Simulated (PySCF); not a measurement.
**CH$_{8}$B$_{2}$Si, SMILES `B[SiH](B)C`: what the electrons do**

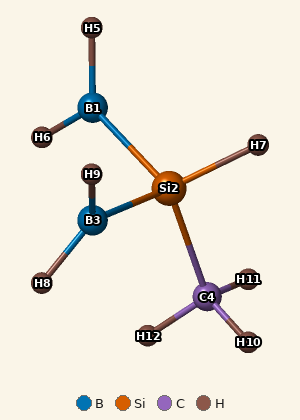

The molecule, with its atoms numbered as below. No frequency check shows the geometry to be a minimum.

Cartesian coordinates (Å):

```
B1      -1.0429   -1.5658    0.2942
Si2     -0.0748    0.0002   -0.3840
B3      -1.0459    1.5638    0.2945
C4       1.7566    0.0010    0.2038
H5      -1.9327   -2.0379   -0.3012
H6      -0.8113   -2.0239    1.3462
H7       0.0494    0.0002   -1.8669
H8      -0.8152    2.0222    1.3466
H9      -1.9366    2.0344   -0.3008
H10      2.2910    0.8778   -0.1518
H11      2.2927   -0.8733   -0.1520
H12      1.8141    0.0009    1.2888
```

### 1. Bonding charge

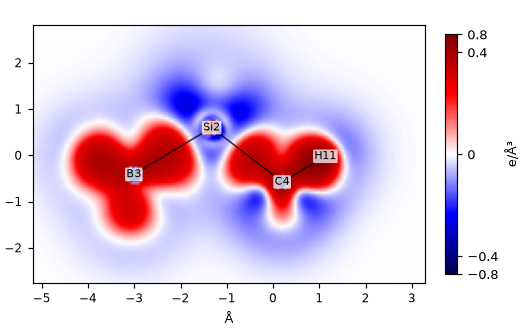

Deformation density (molecule less spherical, spin-averaged free atoms) in the plane of Si2, B3, C4 and H11; colour scale in e/Å³, logarithmic beyond ±0.1; red: gain, blue: loss.

Level of theory: LDA (SVWN)/def2-SVPD (PySCF), at a geometry from GFN2-xTB.

Question: Describe the bonding that the map shows.

Answer: C4–H11: +0.62 e/Å³ at the bond critical point (bond length 1.09 Å). Si2–B3: +0.17 e/Å³ at the bond critical point (bond length 1.96 Å). Si2–C4: +0.11 e/Å³ at the bond critical point (bond length 1.92 Å); up to 0.6 Å beside the axis the gain reaches +0.28 e/Å³. In all, 2.7 electrons gather in the regions of gain relative to the promolecule. A small or negative value marks a very polar bond, one between electron-rich atoms, whose free-atom densities already overlap strongly, a long bond to a heavier atom, or a closed-shell contact such as a hydrogen bond.

Question: Where do the Hirshfeld charges lie?

Answer: The highest Hirshfeld charge is on Si2 (+0.19 e), the lowest on C4 (−0.20 e).

### 2. Local ionisation energy

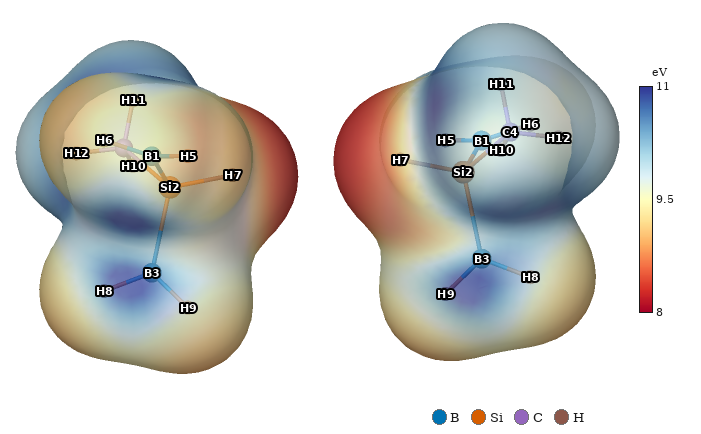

Average local ionisation energy on the surface of electron density 0.001 a.u. (back view left, front view right).

Question: Locate the minima of the map.

Answer: The lowest value is 8.3 eV, 1.5 Å from H7. Further minima include 8.9 eV, 1.5 Å from H5, and at like points elsewhere; 9.7 eV, near H12 (1.86 Å), H11 (1.92 Å), H10 (1.96 Å) and C4 (2.02 Å). For comparison, the highest occupied orbital lies at −6.9 eV.

Question: What volume does the surface enclose, and what is the dipole moment?

Answer: About 133 Å³; the dipole moment is 0.5 D.

### 3. In an electric field

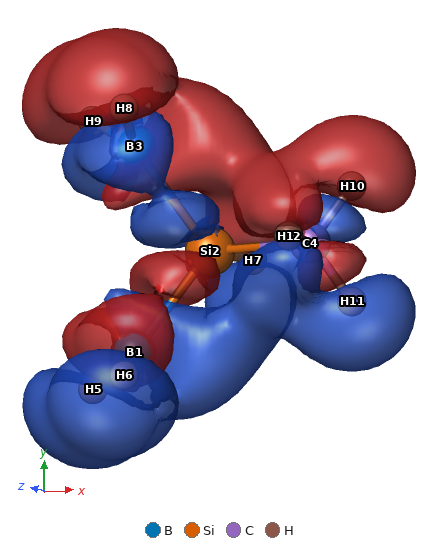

Change of the electron density in a uniform field of 0.21 V/Å, surfaces at ±0.0008 e/Å³ (red: gain, blue: loss).

PySCF calculation, CAM-B3LYP/6-311+G**, gas phase; geometry: GFN2-xTB. The basis has diffuse s and p functions alone, which still leaves polarisabilities too small, most of all across bonds.

Question: Along which Cartesian direction does the field point?

Answer: Along −y: electrons gather on the +y side, against the field.

Question: How large is the response?

Answer: The induced dipole is 0.74 D (along the field); α along this axis, from the fields in both directions, is 73 bohr³ (10.7 Å³).

Question: Which atoms gain and lose the most charge?

Answer: Electrons gather most on B3 (Hirshfeld charge changes by −0.009 e) and leave B1 most (+0.009 e); 0.062 electrons are displaced in all.

### 4. Removing or adding an electron

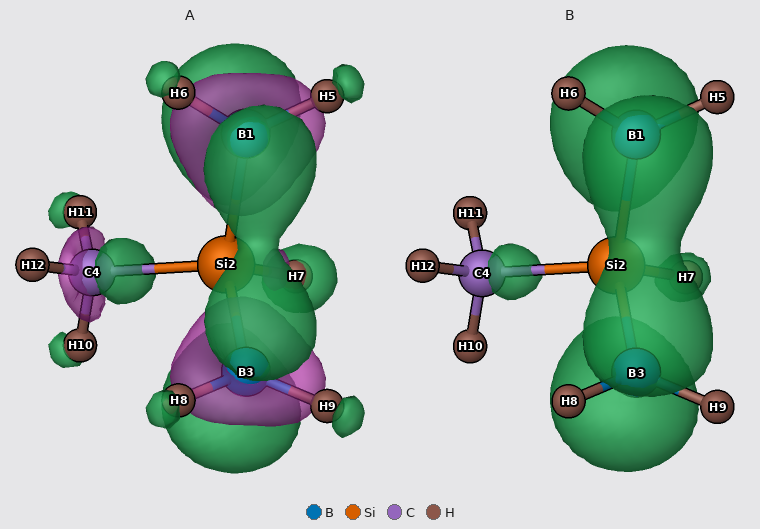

The Fukui function f⁺ from two separate SCF calculations and the density of the LUMO, at ±0.02 e/Å³ (green positive, purple negative).

Method: PBE/def2-SVPD; geometry: GFN2-xTB; program: PySCF.

Question: Which panel is which, and how good is the frozen-orbital picture?

Answer: A is f⁺ (it has negative regions), B the LUMO density. The LUMO lies on B1 and B3 (32 % each) and Si2 (15 %); f⁺ (Hirshfeld-condensed) is largest on B1 and B3 (0.23 each); the vertical electron affinity is 1.48 eV (the stability of the anion's solution wasn't checked; the anion's highest orbital has positive energy, so this value and f⁺ depend on the basis). Relaxation shifts 23 % of the electron between atoms. The orbital energy is −3.93 eV.

### 5. Localised orbitals

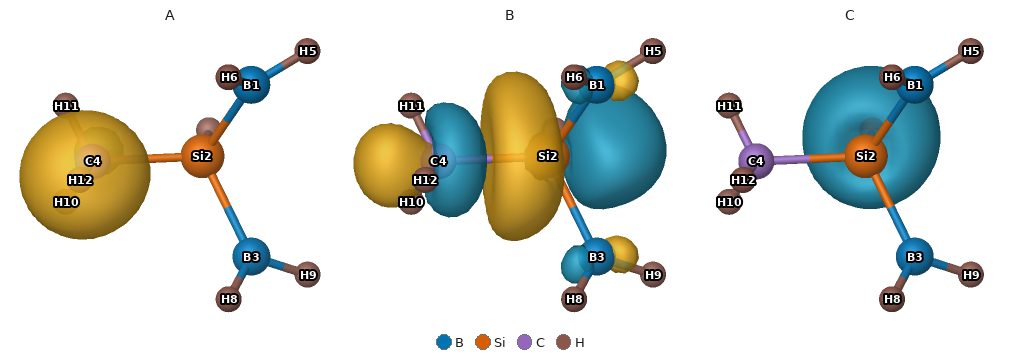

Intrinsic bond orbitals (IBO), occupied and valence-virtual; each surface holds about 85 % of the orbital's density. Energies are diagonal elements of the Fock matrix.

Method: ωB97X/def2-TZVP; geometry: GFN2-xTB; program: PySCF.

Question: Name the orbitals, with their atomic make-up and energies.

Answer: By panel:
- A: σ bond C4–H12 (C4 57 %, H12 42 %; −15.9 eV)
- B: σ* orbital Si2–C4, mostly on Si2 (Si2 64 %, C4 35 %; 8.8 eV)
- C: σ bond H7–Si2 (H7 56 %, Si2 43 %; −13.2 eV)

Question: Which has the smallest and which the largest spatial spread?

Answer: Smallest: A (0.86 Å); largest: B (1.50 Å).

Question: How do all the valence pairs divide up?

Answer: 11 pairs: 11 σ bonds.
